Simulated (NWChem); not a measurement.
# UHF/LANL2DZ (trust 0.05) run of CH3 (methyl radical)

Aim: a structure relaxation of CH3 (methyl radical). 

Program for the calculation: NWChem 7.3.0.

## Step 1: The system as given

The species is CH3 (4 atoms), meant as a doublet with charge 0. SMILES: `[CH3]`. The coordinates come from a PBE0-D4/def2-TZVP relaxation. The run starts from this shape.

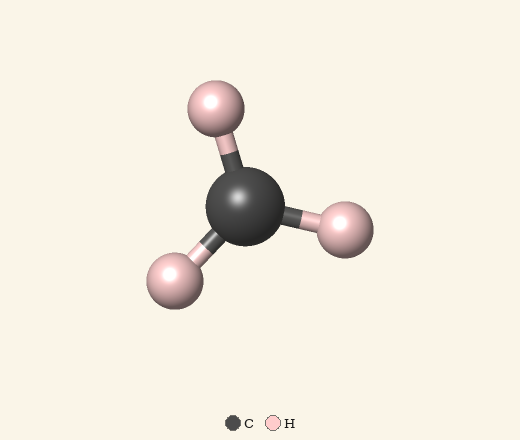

The structure, seen from a chosen angle (carbon dark grey, hydrogen pink).

## Step 2: A structure relaxation at UHF/LANL2DZ (trust 0.05)

nw.nw

```
echo
start nw
title "CH3"
memory total 2200 mb

geometry units au noautoz
 C   0.00000000  0.00000000  0.00000000
 H   0.17234302  1.70434399  1.10964718
 H  -1.66900611 -0.31671810 -1.13137903
 H   1.49666309 -1.38762589  0.02154288
end

basis spherical
 * library "lanl2dz ecp"
end

scf
 doublet
 uhf
 direct
 print low
end

driver
 tight
 maxiter 30
 trust 0.05
end

freq
 temp 1 600
end

task scf optimize
task scf frequencies
```

The run is started by

```bash
nwchem nw.nw > nw.out
```

The program printed:

```text
[...]
 Group name             C3h
[...]
  functions       =    15
[...]
  wavefunction    = UHF
[...]
         Total SCF energy =    -39.552476931228
[...]
@    0     -39.55247693  0.0D+00  0.00448  0.00224  0.00000  0.00000      0.2
[...]
         Total SCF energy =    -39.552552027060
[...]
@    1     -39.55255323 -7.6D-05  0.00003  0.00002  0.00568  0.01134      0.4
[...]
         Total SCF energy =    -39.552553237589
[...]
@    2     -39.55255324 -2.7D-09  0.00001  0.00000  0.00004  0.00008      0.4
[...]
         Total SCF energy =    -39.552553237823
[...]
         Total SCF energy =    -39.552553237823
[...]
                         UHF ENERGY GRADIENTS
    atom               coordinates                        gradient
                 x          y          z           x          y          z
   1 C       0.000000   0.000000   0.000000   -0.000000   0.000000   0.000000
   2 H       1.114086  -1.696668   0.000000   -0.000002   0.000002   0.000000
   3 H      -2.026401  -0.116493   0.000000    0.000003   0.000000   0.000000
   4 H       0.912315   1.813161   0.000000   -0.000001  -0.000002   0.000000
[...]
@    3     -39.55255324 -2.3D-10  0.00000  0.00000  0.00001  0.00002      0.4
[...]
      Optimization converged
[...]
@    3     -39.55255324 -2.3D-10  0.00000  0.00000  0.00001  0.00002      0.4
[...]
         Total SCF energy =    -39.552553238380
      One electron energy =    -71.614361366841
      Two electron energy =     22.340372061751
 Nuclear repulsion energy =      9.721436066711
                       Sz =      0.5000
                 Sz(Sz+1) =      0.7500
                      S^2 =      0.7608
[...]
 Zero-Point correction to Energy  =   19.632 kcal/mol  (  0.031285 au)
 Thermal correction to Energy     =   24.045 kcal/mol  (  0.038318 au)
 Thermal correction to Enthalpy   =   25.237 kcal/mol  (  0.040217 au)
 Total Entropy                    =   53.538 cal/mol-K
   - Translational                =   37.525 cal/mol-K (mol. weight =  15.0235)
   - Rotational                   =   13.839 cal/mol-K (symmetry #  =        3)
   - Vibrational                  =    2.174 cal/mol-K
 Cv (constant volume heat capacity) =    9.269 cal/mol-K
   - Translational                  =    2.979 cal/mol-K
   - Rotational                     =    2.979 cal/mol-K
   - Vibrational                    =    3.310 cal/mol-K
[...]
 Normal Eigenvalue ||           Projected Infra Red Intensities
  Mode   [cm**-1]  || [atomic units] [(debye/angs)**2] [(KM/mol)] [arbitrary]
 ------ ---------- || -------------- ----------------- ---------- -----------
    1       -0.000 ||    0.000000           0.000         0.000       0.000
    2       -0.000 ||    0.000000           0.000         0.000       0.000
    3        0.000 ||    0.000000           0.000         0.000       0.000
    4        0.000 ||    0.000000           0.000         0.000       0.000
    5        0.000 ||    0.000000           0.000         0.000       0.000
    6        0.000 ||    0.000000           0.000         0.000       0.000
    7      520.936 ||    0.127602           2.944       124.393      80.037
    8     1525.159 ||    0.005576           0.129         5.435       3.497
    9     1525.159 ||    0.005576           0.129         5.435       3.497
   10     3255.047 ||    0.000000           0.000         0.000       0.000
   11     3456.355 ||    0.026281           0.606        25.620      16.484
   12     3456.355 ||    0.026281           0.606        25.620      16.484
 ----------------------------------------------------------------------------
[...]
```

Wall time 1.4 s (1 thread of AMD EPYC 7B13 (Zen 3), shared host); peak memory 0.1 GiB.

Step by step:

```csv
step,energy from the first frame kept (eV)
0,0.0000
1,-0.0021
2,-0.0021
3,-0.0021
```

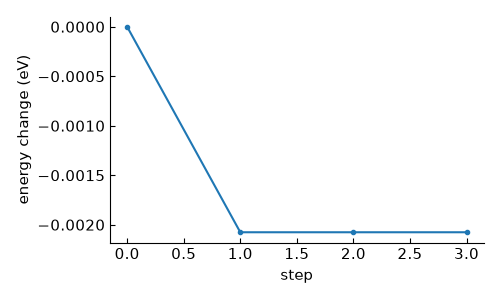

Energy along the run.

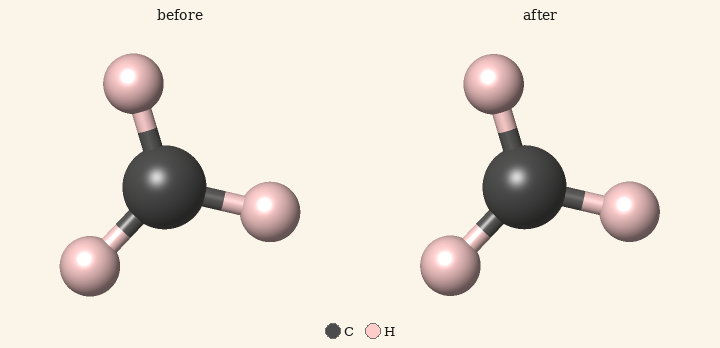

Before and after, at one scale.

After the run. Bond lengths: C1–H2 1.074 Å, C1–H3 1.074 Å, C1–H4 1.074 Å. Angles: H2–C1–H3 120.0°, H2–C1–H4 120.0°, H3–C1–H4 120.0°.

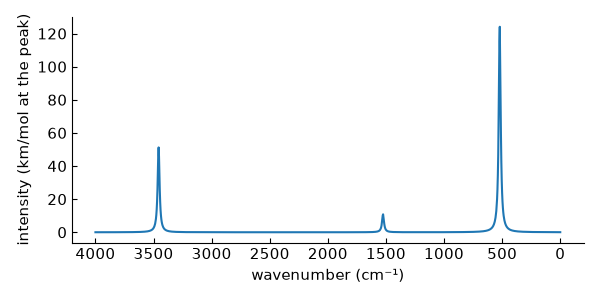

Harmonic infrared spectrum, unscaled, lines broadened by 10 cm⁻¹.

## Step 3: What came out

Level: UHF/LANL2DZ (trust 0.05).

| quantity | value |
| --- | --- |
| total energy at the end | -39.55255 Eh |
| ⟨S²⟩ | 0.761 |
| lowest harmonic wavenumber | 521 cm⁻¹ |
| highest harmonic wavenumber | 3456 cm⁻¹ |
| zero-point energy | 82.1 kJ/mol |

In words: At the final geometry: Bond lengths: C1–H2 1.074 Å, C1–H3 1.074 Å, C1–H4 1.074 Å. Angles: H2–C1–H3 120.0°, H2–C1–H4 120.0°, H3–C1–H4 120.0°. The program took a symmetry number of 3 where this shape has 6, so the entropy in its output is too high by R ln(6/3) = 1.38 cal/(mol K). All 6 modes are real, so the shape is a minimum at this level. The optimisation took 4 steps and changed the energy by -0.002 eV.
